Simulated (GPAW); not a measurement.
## Core-hole calculation of the Sn K edge in SnF4 (I4/mmm)

What does one-electron theory with a core hole give for the Sn K edge of SnF4 (I4/mmm)?

Main program and level: GPAW 26.7.0; X-ray absorption from dipole matrix elements to empty bands, plane-wave PAW LDA.

## 1. The starting structure

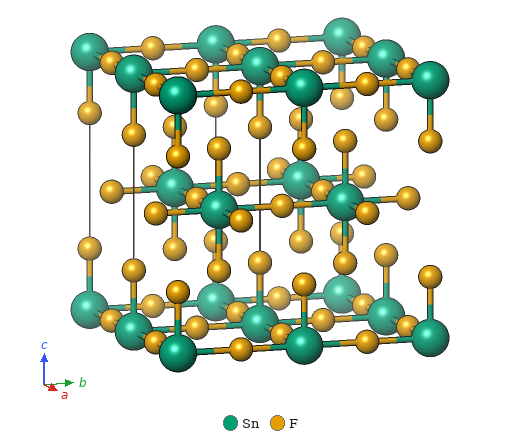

The starting structure, seen slightly off an axis (tin teal, fluorine orange). 2×2×1 cells are drawn. This picture shows the conventional cell, with its axes. Some periodic images of atoms are drawn too.

Structure file:

```xyz
5
Lattice="-2.0250 2.0250 3.9650 2.0250 -2.0250 3.9650 2.0250 2.0250 -3.9650" Properties=species:S:1:pos:R:3 pbc="T T T"
Sn    0.0000    0.0000    0.0000
F     2.0250    0.0000    0.0000
F     0.0000    2.0250    0.0000
F     0.0000    0.0000    6.0506
F     0.0000    0.0000    1.8794
```

## 2. Ground state of the crystal

A plain self-consistent run shows whether there is a gap, which decides the set-up of the core-hole run.

File scf.py:

```python
import numpy as np
from ase import Atoms
from ase.parallel import parprint, paropen
from gpaw import GPAW, PW, FermiDirac, Mixer, MixerDif, setup_paths
from gpaw.test import gen
setup_paths.insert(0, '.')
gen('Sn', name='nch1s', xcname='LDA', corehole=(1, 0, 0), write_xml=True)
from gpaw.mpi import world
world.barrier()

atoms = Atoms('SnF4',
    cell=[[-2.025, 2.025, 3.965],
     [2.025, -2.025, 3.965],
     [2.025, 2.025, -3.965]],
    scaled_positions=[[0, 0, 0],
     [0, 0.5, 0.5],
     [0.5, 0, 0.5],
     [0.763, 0.763, 0],
     [0.237, 0.237, 0]],
    pbc=True)
atoms.calc = calc = GPAW(legacy_gpaw=True, mode=PW(500, force_complex_dtype=True), xc='LDA', setups={0: 'nch1s'},
    kpts={'size': (9, 9, 9), 'gamma': True}, occupations=FermiDirac(0.05),
    charge=0, mixer=Mixer(0.1, 5, 50), maxiter=150,
    convergence={'density': 0.0001, 'eigenstates': 1e-6}, txt='scf.txt')
energy = atoms.get_potential_energy() + calc.get_reference_energy()
ef = calc.get_fermi_level()
out = dict(energy=energy, fermi=ef, forces=atoms.get_forces().tolist())
parprint(f'all-electron energy {energy:.4f} eV, Fermi level {ef:.4f} eV')
ev = np.array([[calc.get_eigenvalues(k, s) for k in range(len(calc.get_ibz_k_points()))] for s in range(calc.get_number_of_spins())])
out['homo'], out['lumo'], out['counts'] = ev[ev < ef].max(), ev[ev > ef].min(), sorted(set((ev < ef).sum((0, 2)).tolist()))
out['filled'] = (ev[:, 0] < ef).sum(1).tolist()
import json
with paropen('out.json', 'w') as f:
    json.dump(out, f)
```

On the command line:

```bash
$ OMP_NUM_THREADS=1 mpirun -n 4 gpaw python scf.py
```

Numbers of over 12 decimals in the logs are rounded to 6 here.

The log of the run:

```text
Input parameters:
  convergence: {density: 0.0001,
                eigenstates: 1e-06}
  kpts: {gamma: True,
         size: (9, 9, 9)}
  maxiter: 150
  mixer: {backend: pulay,
          beta: 0.1,
          method: separate,
          nmaxold: 5,
          weight: 50}
  mode: {ecut: 500.0,
         force_complex_dtype: True,
         name: pw}
  occupations: {fixmagmom: False,
                name: fermi-dirac,
                width: 0.05}
  setups: {0: nch1s}

Initialize ...

[... PAW data sets ...]

Reference energy: -178661.421980  # eV

Spin-paired calculation

[... convergence settings ...]
Symmetries present (total): 16
  [... symmetry matrices ...]

729 k-points: 9 x 9 x 9 Monkhorst-Pack grid
75 k-points in the irreducible part of the Brillouin zone
       k-points in crystal coordinates                weights
   0:     0.00000000    0.00000000    0.00000000          1/729
   1:     0.11111111   -0.11111111    0.00000000          4/729
   2:     0.11111111   -0.11111111    0.11111111          4/729
   3:     0.11111111    0.00000000    0.00000000          8/729
   4:     0.11111111    0.11111111   -0.11111111          2/729
   5:     0.22222222   -0.22222222    0.00000000          4/729
   6:     0.22222222   -0.22222222    0.11111111          8/729
   7:     0.22222222   -0.22222222    0.22222222          4/729
   8:     0.22222222   -0.11111111    0.00000000         16/729
   9:     0.22222222   -0.11111111    0.11111111          8/729
          ...
  74:     0.44444444    0.44444444    0.44444444          8/729

Wave functions: Plane wave expansion
  Cutoff energy: 500.000 eV
  Number of coefficients (min, max): 1639, 1686
  Pulay-stress correction: 0.000000 eV/Ang^3 (de/decut=0.000000)
  Using FFTW library
  Wavefunction extrapolation:
    Improved wavefunction reuse through dual PAW basis

Occupation numbers: Fermi-Dirac:
  width: 0.0500  # eV

Eigensolver
   Davidson(niter=2)

Densities:
  Coarse grid: 27*27*27 grid
  Fine grid: 54*54*54 grid
  Total Charge: 0.000000

Density mixing:
  Method: separate
  Backend: pulay
  Linear mixing parameter: 0.1
  old densities: 5
  Width of damping distribution: 1.1
  Damping of long wavelength oscillations: 50

[... Hamiltonian set-up ...]
Number of atoms: 5
Number of atomic orbitals: 25
Number of bands in calculation: 25
Number of valence electrons: 42
Bands to converge: occupied

... initialized

Initializing position-dependent things.

Density initialized from atomic densities
Creating initial wave functions:
  25 bands from LCAO basis set

       F

       F
         F
       Sn   F

Atomic positions and initial magnetic moments

Positions:
   0 Sn     0.000000    0.000000    0.000000    ( 0.0000,  0.0000,  0.0000)
   1 F      2.025000    0.000000    0.000000    ( 0.0000,  0.0000,  0.0000)
   2 F      0.000000    2.025000    0.000000    ( 0.0000,  0.0000,  0.0000)
   3 F     -0.000000    0.000000    6.050590    ( 0.0000,  0.0000,  0.0000)
   4 F      0.000000   -0.000000    1.879410    ( 0.0000,  0.0000,  0.0000)

Unit cell:
           periodic     x           y           z      points  spacing
  1. axis:    yes   -2.025000    2.025000    3.965000    27     0.1336
  2. axis:    yes    2.025000   -2.025000    3.965000    27     0.1336
  3. axis:    yes    2.025000    2.025000   -3.965000    27     0.1061

  Lengths:   4.891061   4.891061   4.891061
  Angles:  131.084689 131.084689  71.678560

Effective grid spacing dv^(1/3) = 0.1489

iter:   1   -28.088106
iter:   2   -26.914126   -0.91  -1.10
iter:   3   -25.586981   -0.41  -1.20
iter:   4   -25.574423   -1.74  -1.53
iter:   5   -25.481127   -1.72  -1.79
iter:   6   -25.492353   -2.40  -2.40
iter:   7   -25.473339c  -2.92  -2.22
iter:   8   -25.471178   -2.82  -2.61
iter:   9   -25.470586c  -3.50  -2.90
iter:  10   -25.470211c  -4.47  -3.13
iter:  11   -25.470207c  -5.04  -3.64
iter:  12   -25.470209c  -5.29  -3.86
iter:  13   -25.470192c  -5.44  -3.79
iter:  14   -25.470192c  -7.36c -4.44c

Converged after 14 iterations.

Dipole moment: (-0.000000, 0.000000, -0.000000) |e|*Ang

Energy contributions relative to reference atoms: (reference = -178661.421980)

Kinetic:        +40.217985
Potential:      -36.289557
External:        +0.000000
XC:             -29.734876
Entropy (-ST):   -0.000000
Local:           +0.336257
SIC:             +0.000000
--------------------------
Free energy:    -25.470192
Extrapolated:   -25.470192

Showing only first 2 kpts
 Kpt  Band  Eigenvalues  Occupancy
  0    19     -0.31292    2.00000
  0    20     -0.31291    2.00000
  0    21      3.25601    0.00000
  0    22     12.46784    0.00000

  1    19     -0.54599    2.00000
  1    20     -0.30791    2.00000
  1    21      3.64843    0.00000
  1    22     11.40004    0.00000

Fermi level: 1.60119

Gap: 3.329 eV
Transition (v -> c):
  (s=0, k=71, n=20, [0.44, 0.44, 0.11]) -> (s=0, k=0, n=21, [0.00, 0.00, 0.00])
Direct/indirect transitions are different
Direct gap: 3.569 eV
Transition at: (s=0, k=0, n=20, [0.00, 0.00, 0.00])

Forces in eV/Ang:
  0 Sn    0.00000    0.00000    0.00000
  1 F     0.00000    0.00000    0.00000
  2 F     0.00000    0.00000    0.00000
  3 F     0.00000    0.00000    0.21649
  4 F    -0.00000   -0.00000   -0.21649
Scalar-relativistic atomic LDA calculation for Sn (Tin, Z=50)
Core hole in 1s state (1s occupation: 2.0)
750 radial gridpoints.
|------------------------------------------------|
|------------------------------------------------|
[... the atom generator's iteration count ...]

Energy contributions:
-------------------------
Kinetic:    +6433.602378
XC:          -159.347132
Potential: -12443.201828
-------------------------
Total:      -6168.946582

state      eigenvalue         ekin         rmax
-----------------------------------------------
1s^2.0 : -1063.730537  1353.317949        0.019
2s^2.0 :  -160.675785   281.234255        0.106
2p^6.0 :  -144.457695   266.941499        0.085
3s^2.0 :   -30.987638    80.007389        0.308
3p^6.0 :   -25.667637    74.293258        0.301
3d^10.0:   -17.408854    67.551481        0.251
4s^2.0 :    -4.906972    21.601013        0.745
4p^6.0 :    -3.291998    18.274761        0.788
4d^10.0:    -0.952163    12.016196        0.887
5s^2.0 :    -0.396843     2.800661        2.004
5p^2.0 :    -0.142200     1.472983        2.539
-----------------------------------------------
(units: Bohr and Hartree)

Generating PAW setup
Kinetic energy of the core from tauc = 6485.771847
Cutoffs:
rc(s)=2.270
rc(p)=2.400
rc(d)=2.240
rc(vbar)=2.250
rc(comp)=2.260
rc(nct)=2.400

Kinetic energy of the core states: 6304.893134
Charge: 0.0
Core electrons: 36.0
Valence electrons: 14.0
Pseudo-core charge: 0.328396
Shape function alpha=1.958
Pseudo-electron charge 6.835440
state    eigenvalue         norm
--------------------------------
5s(2) :    -0.396843     1.152734
*s    :     0.603157
5p(2) :    -0.142200     1.024228
*p    :     0.857800
4d(10):    -0.952163     0.215312
*d    :     0.047837
--------------------------------

Diagonalizing with gridspacing h=0.050

state   all-electron     PAW
-------------------------------
5s:      -0.396843    -0.397377
5p:      -0.142200    -0.142842
4d:      -0.952163    -0.953074
*f:                    0.066259
-------------------------------
all-electron energy -178686.8922 eV, Fermi level 1.6012 eV
```

Run time: 20 s. Hardware: 4 MPI ranks of Intel Xeon Platinum 8488C (Sapphire Rapids), shared host; peak memory 0.21 GiB; 81 s of CPU time.

The mesh shows a gap of 3.33 eV, so the hole is first treated in a charged cell, without the excited electron.

## 3. Spectrum without a core hole, Sn atom 1

Without a hole the spectrum is the empty density of states of the right symmetry on the absorber, weighted by matrix elements. It needs only the small cell and serves as the baseline. The data set with a hole of occupation 0 only carries the core orbital.

The absorber has 2 F at 1.88 Å and 4 F at 2.02 Å (distorted octahedral, site symmetry 4/mmm).

File xas.py:

```python
import numpy as np
from ase import Atoms
from ase.parallel import parprint, paropen
from gpaw import GPAW, PW, FermiDirac, Mixer, MixerDif, setup_paths
from gpaw.test import gen
setup_paths.insert(0, '.')
gen('Sn', name='nch1s', xcname='LDA', corehole=(1, 0, 0), write_xml=True)
from gpaw.mpi import world
world.barrier()

atoms = Atoms('SnF4',
    cell=[[-2.025, 2.025, 3.965],
     [2.025, -2.025, 3.965],
     [2.025, 2.025, -3.965]],
    scaled_positions=[[0, 0, 0],
     [0, 0.5, 0.5],
     [0.5, 0, 0.5],
     [0.763, 0.763, 0],
     [0.237, 0.237, 0]],
    pbc=True)
atoms.calc = calc = GPAW(legacy_gpaw=True, mode=PW(500, force_complex_dtype=True), xc='LDA', setups={0: 'nch1s'},
    kpts={'size': (9, 9, 9), 'gamma': True}, occupations=FermiDirac(0.02),
    charge=0, mixer=Mixer(0.1, 5, 50), maxiter=150,
    convergence={'density': 0.0001, 'eigenstates': 1e-6}, txt='scf.txt')
energy = atoms.get_potential_energy() + calc.get_reference_energy()
ef = calc.get_fermi_level()
out = dict(energy=energy, fermi=ef, forces=atoms.get_forces().tolist())
parprint(f'all-electron energy {energy:.4f} eV, Fermi level {ef:.4f} eV')
ev = np.array([[calc.get_eigenvalues(k, s) for k in range(len(calc.get_ibz_k_points()))] for s in range(calc.get_number_of_spins())])
out['homo'], out['lumo'], out['counts'] = ev[ev < ef].max(), ev[ev > ef].min(), sorted(set((ev < ef).sum((0, 2)).tolist()))
out['filled'] = (ev[:, 0] < ef).sum(1).tolist()

from ase.units import Ha
from gpaw.xas import dipole_matrix_elements
nb = int(calc.get_number_of_electrons() / 2) + 42
top, nb = nb, nb + 8 + nb // 12
nscf = calc.fixed_density(kpts={'size': (7, 7, 7), 'gamma': True}, nbands=nb,
    convergence={'bands': top, 'eigenstates': 5e-3}, maxiter=60, txt='nscf.txt')
cell = atoms.cell.array
ops = [cell.T @ U.T @ np.linalg.inv(cell.T) for U in nscf.wfs.kd.symmetry.op_scc]
filled = [21]  # bands filled in the ground state, by spin
E = np.arange(-25, 34, 0.1)
fwhm = np.interp(E, [4, 25], [8.49, 8.49])
Y, X, zero, highest = 0, 0, 1e9, 1e9
for spin in range(nscf.get_number_of_spins()):
    wfs = nscf.wfs
    mine = wfs.bd.get_slice()  # this rank's bands
    A = dipole_matrix_elements(wfs.setups[0])
    eps = np.zeros((wfs.kd.nibzkpts, nb))
    d = np.zeros((3, A.shape[1], wfs.kd.nibzkpts, nb), complex)
    for kpt in wfs.kpt_u:
        if kpt.s == spin and 0 in kpt.P_ani:
            eps[kpt.k, mine] = kpt.eps_n * Ha
            d[:, :, kpt.k, mine] = (kpt.weight * wfs.nspins / 2) ** 0.5 * np.inner(A, kpt.P_ani[0])
    world.sum(eps)
    world.sum(d)
    T = np.einsum('amkn,bmkn->abkn', d, d.conj()).real
    T = sum(np.einsum('ai,ijkn,bj->abkn', R, T, R) for R in ops) / len(ops)
    empty = np.ones_like(eps, bool) & (np.arange(nb) >= filled[spin])
    zero, highest = min(zero, eps[empty].min()), min(highest, eps[:, top - 1].min())
    lines = [(eps, T, empty)] if spin == 0 else lines + [(eps, T, empty)]
for eps, T, empty in lines:
    f = np.einsum('aakn->akn', T).reshape(3, -1)
    x = eps.ravel() - zero
    w = np.interp(x, E, fwhm) / 2.35482
    g = np.exp(-0.5 * ((E[:, None] - x) / w) ** 2) / (w * (2 * np.pi) ** 0.5)
    Y = Y + (f * empty.ravel()) @ g.T
    X = X + (f * ~empty.ravel()) @ g.T
out.update(E=E.round(2).tolist(), xas=Y.tolist(), xes=X.tolist(), zero=zero, valid=highest - zero, nk=len(eps), nb=nb)
for i in range(0, len(E), 10):
    parprint(f'{E[i]:7.2f}', *(f'{v:10.3e}' for v in Y[:, i]))
import json
with paropen('out.json', 'w') as f:
    json.dump(out, f)
```

On the command line:

```bash
$ OMP_NUM_THREADS=1 mpirun -n 4 gpaw python xas.py
```

The log of the run:

```text
Input parameters:
  convergence: {density: 0.0001,
                eigenstates: 1e-06}
  kpts: {gamma: True,
         size: (9, 9, 9)}
  maxiter: 150
  mixer: {backend: pulay,
          beta: 0.1,
          method: separate,
          nmaxold: 5,
          weight: 50}
  mode: {ecut: 500.0,
         force_complex_dtype: True,
         name: pw}
  occupations: {fixmagmom: False,
                name: fermi-dirac,
[...]
*d    :     0.047837
--------------------------------

Diagonalizing with gridspacing h=0.050

state   all-electron     PAW
-------------------------------
5s:      -0.396843    -0.397377
5p:      -0.142200    -0.142842
4d:      -0.952163    -0.953074
*f:                    0.066259
-------------------------------
all-electron energy -178686.8922 eV, Fermi level 0.6062 eV
[...]
32.00  1.086e-08  1.086e-08  1.864e-08
  33.00  1.068e-08  1.068e-08  1.801e-08
[key lines of the parts left out:]
Converged after 14 iterations.
Dipole moment: (-0.000000, 0.000000, -0.000000) |e|*Ang
Free energy:    -25.470192
Fermi level: 0.60618
```

Wall time 33 s (4 MPI ranks); peak memory 0.28 GiB.

The Sn K spectrum, Sn atom 1, no core hole (energy from the lowest empty level; intensity scaled to a mean of 1 over the first 20 eV; polarised curves are means over the symmetry-equivalent atoms):

```csv
E (eV),isotropic,ε ⊥ c,ε ∥ c
-2.0,0.07,0.09,0.02
-0.5,0.15,0.19,0.06
1.0,0.29,0.37,0.13
2.5,0.52,0.64,0.28
4.0,0.81,0.96,0.50
5.5,1.11,1.29,0.76
7.0,1.35,1.52,1.01
8.5,1.46,1.59,1.19
10.0,1.42,1.49,1.27
11.5,1.28,1.30,1.25
13.0,1.12,1.08,1.20
14.5,1.00,0.92,1.16
16.0,0.94,0.84,1.15
17.5,0.91,0.80,1.15
19.0,0.88,0.76,1.12
20.5,0.82,0.71,1.02
22.0,0.72,0.64,0.88
23.5,0.63,0.56,0.75
25.0,0.56,0.51,0.66
26.5,0.53,0.48,0.64
28.0,0.54,0.47,0.69
29.5,0.57,0.48,0.76
31.0,0.59,0.48,0.81
```

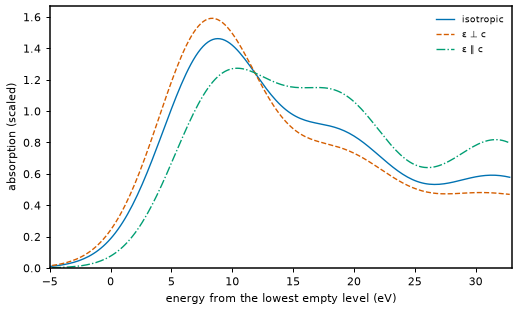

The Sn K edge, Sn atom 1, no core hole: main maxima at 8.8 eV.

Main maxima below 30 eV (height): 8.8 eV (1.46). A K edge sees empty p states on the absorber.

The same matrix elements for filled bands give the Sn K emission of Sn atom 1 (ground-state approximation; energy from the lowest empty level, largest value 1):

```csv
E (eV),emission
-24.0,0.15
-22.5,0.15
-21.0,0.12
-19.5,0.09
-18.0,0.07
-16.5,0.09
-15.0,0.15
-13.5,0.28
-12.0,0.47
-10.5,0.70
-9.0,0.90
-7.5,1.00
-6.0,0.96
-4.5,0.80
-3.0,0.57
-1.5,0.35
0.0,0.19
1.5,0.09
3.0,0.03
```

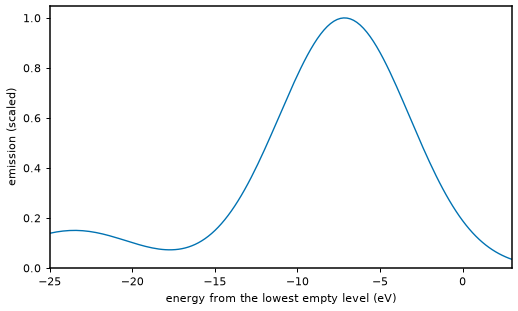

X-ray emission from the filled bands.

Emission maxima: -7.2 eV (1.00).

## 4. Reference energy of the supercell

The photon energy needs a difference of total energies, so the cell and mesh of the coming hole run are first run without a hole.

scf.py, as its differences from that of step 2:

```diff
@@ -10,14 +10,19 @@
 
-atoms = Atoms('SnF4',
+atoms = Atoms('Sn2F8',
     cell=[[-2.025, 2.025, 3.965],
      [2.025, -2.025, 3.965],
-     [2.025, 2.025, -3.965]],
+     [4.05, 4.05, 0]],
     scaled_positions=[[0, 0, 0],
-     [0, 0.5, 0.5],
-     [0.5, 0, 0.5],
+     [0.5, 0.5, 0.5],
+     [0.75, 0.25, 0.25],
+     [0.25, 0.75, 0.75],
+     [0.25, 0.75, 0.25],
+     [0.75, 0.25, 0.75],
      [0.763, 0.763, 0],
-     [0.237, 0.237, 0]],
+     [0.263, 0.263, 0.5],
+     [0.237, 0.237, 0],
+     [0.737, 0.737, 0.5]],
     pbc=True)
 atoms.calc = calc = GPAW(legacy_gpaw=True, mode=PW(500, force_complex_dtype=True), xc='LDA', setups={0: 'nch1s'},
-    kpts={'size': (9, 9, 9), 'gamma': True}, occupations=FermiDirac(0.05),
+    kpts={'size': (4, 4, 3), 'gamma': True}, occupations=FermiDirac(0.02),
     charge=0, mixer=Mixer(0.1, 5, 50), maxiter=150,
```

On the command line:

```bash
$ OMP_NUM_THREADS=1 mpirun -n 4 gpaw python scf.py
```

The log of the run:

```text
Input parameters:
  convergence: {density: 0.0001,
                eigenstates: 1e-06}
  kpts: {gamma: True,
         size: (4, 4, 3)}
  maxiter: 150
  mixer: {backend: pulay,
          beta: 0.1,
          method: separate,
          nmaxold: 5,
          weight: 50}
  mode: {ecut: 500.0,
         force_complex_dtype: True,
         name: pw}
  occupations: {fixmagmom: False,
                name: fermi-dirac,
[...]
*s    :     0.603157
5p(2) :    -0.142200     1.024228
*p    :     0.857800
4d(10):    -0.952163     0.215312
*d    :     0.047837
--------------------------------

Diagonalizing with gridspacing h=0.050

state   all-electron     PAW
-------------------------------
5s:      -0.396843    -0.397377
5p:      -0.142200    -0.142842
4d:      -0.952163    -0.953074
*f:                    0.066259
-------------------------------
all-electron energy -357373.7851 eV, Fermi level 0.6513 eV
[key lines of the parts left out:]
Converged after 14 iterations.
Dipole moment: (-0.000000, -0.000000, 0.000000) |e|*Ang
Free energy:    -50.941092
Fermi level: 0.65132
```

The job ended after 15 s (4 MPI ranks; peak memory 0.24 GiB).

Reference energy: -357373.785 eV with the cores included.

[end of part 1 of 2]

[Banner, clock and machine lines of the logs are left out without a mark of their own.]

[Logs are printed without paths, hosts, clocks, repeated set-up lines and the standing remarks that a program may print on its own settings, such as how far it seeks lower states.]

[Hosts, paths, dates, database ids (printed as entryN), source tags and the programs' standing remarks are cut or masked in the printed files.]

[Lists of maxima count a maximum above −3 eV only where it reaches 4 % of the highest in the window and stands out from its surroundings by 2 % of it (1.5 % where it reaches 55 %); shoulders and weaker maxima are passed over, and of the rest the first, up to two pre-edge ones and the few strongest are named.]
